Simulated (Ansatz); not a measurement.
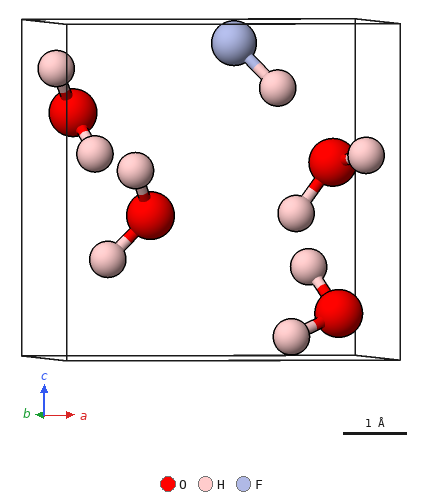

Starting frame of a dynamics run of a periodic cell with 4 H2O + 1 HF at 0.993 g/cm³. It starts from the last geometry of an earlier run, with fresh velocities. Style: ball-and-stick. Shown: the simulation cell, from a free direction.

Theory: DFT PBE, scalar-relativistic, plane waves, PAW (Ansatz 0.2.0).

The input:
```yaml
accuracy: low
crystal:
  lattice:
    - [5.360108, 0.0, 0.0]
    - [0.0, 5.360108, 0.0]
    - [0.0, 0.0, 5.360108]
  atoms:
    - { symbol: O, position: [0.29943696, 0.35729885, 0.42600805] }
    - { symbol: H, position: [0.17217067, 0.36243899, 0.29598244] }
    - { symbol: H, position: [0.24064096, 0.25439047, 0.56125974] }
    - { symbol: O, position: [0.81980035, 0.16090441, 0.58616548] }
    - { symbol: H, position: [0.70919646, 0.15659686, 0.43445811] }
    - { symbol: H, position: [0.89738795, -0.00465073, 0.6089598] }
    - { symbol: O, position: [0.12652916, 0.80062623, 0.72560641] }
    - { symbol: H, position: [0.17671085, 0.68398537, 0.60475474] }
    - { symbol: H, position: [0.06088514, 0.68597635, 0.85870319] }
    - { symbol: O, position: [0.89041306, 0.55600354, 0.13112816] }
    - { symbol: H, position: [0.73707555, 0.4699306, 0.06326097] }
    - { symbol: H, position: [0.81238689, 0.64692137, 0.26863072] }
    - { symbol: F, position: [0.53929273, 0.27894286, 0.93910879] }
    - { symbol: H, position: [0.66033235, 0.20433143, 0.80664911] }
basis:
  ecutwfc: 420.0
kpoints:
  mp_grid: { grid: [1, 1, 1] }
hamiltonian:
  xc: pbe
scf:
  occupations: { method: fermi_dirac, width: 0.05 }
  lower_state_search: "off"
md:
  timestep: 0.5
  n_steps: 400
  ensemble: nvt_nose_hoover
  temperature: 350.0
  initial_velocities: maxwell_boltzmann
  seed: 277906
  nose_hoover: { tau: 100.0, chain_length: 3 }
```

Command:
```bash
ansatz run input.yaml --threads 1 --pin off --max-ram 3072MiB --backend cpu --events-out ev --progress --plain --runs-dir out
```

### What does the trajectory do?

Over the second half the temperature averages 303 K (spread ±50 K). The potential energy is still drifting at the end, so the run hasn't reached equilibrium. The potential energy in the second half lies on average 21.0 meV per atom above the first frame. Root-mean-square distances from the starting positions over the second half, with the common drift of all atoms taken out: F 0.86 Å, O 0.56 Å, H 0.53 Å. The heavy atoms stay within a fraction of a molecule's size of their starting places; so short a run doesn't tell a liquid from a solid.

Along the run (each row but the first and the last is the mean over the interval that it begins):

| time (fs) | potential energy (meV/atom) | T (K) |
| --- | --- | --- |
| 0.0 | 0.0 | 350 |
| 33.0 | 6.5 | 304 |
| 66.0 | 12.7 | 267 |
| 99.0 | 12.6 | 305 |
| 132.0 | 21.7 | 291 |
| 165.0 | 27.7 | 310 |
| 198.0 | 28.9 | 334 |

The paths of the atoms:

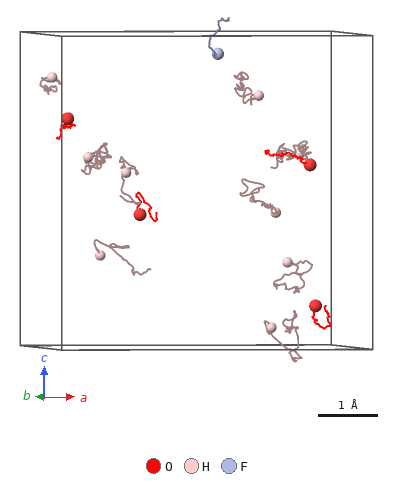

Limits of the set-up: the program's low-accuracy preset was used; the periodic images lie only 5.4 Å apart, so the values are limited by the cell's size.
